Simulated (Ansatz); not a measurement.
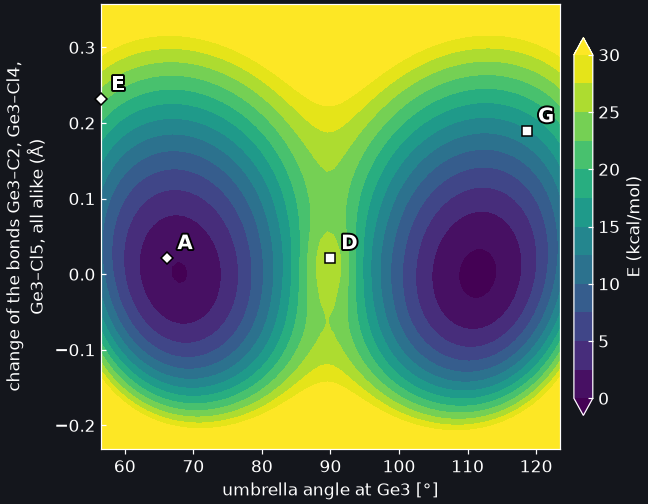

CCl₂GeN, SMILES N#[C][Ge]([Cl])[Cl], spin multiplicity 2. The first coordinate is: umbrella angle at Ge3 (between each of its bonds and their common axis; 90 is planar); the second: change of the bonds Ge3–C2, Ge3–Cl4, Ge3–Cl5, all alike. Nothing is relaxed (all other coordinates rigid). Grid: 15 × 15 points. Points are written as (first, second). Energies: kcal/mol, counted from the lowest grid point. These are results of Ansatz 0.2.0, UKS PBE-D4/def2-SVP, not measurements.

The picture shows filled contours, one colour for all values above the top of the scale, lettered points. Between grid points the surface is interpolated.

Is G the lowest point of the computed grid?

No. G lies 14.6 kcal/mol above the lowest grid point, which is at (113.9°, 0.021 Å).

Rank the lettered points by energy, lowest first.

A (0.27 kcal/mol), G (14.6 kcal/mol), E (23.2 kcal/mol), D (26.6 kcal/mol).
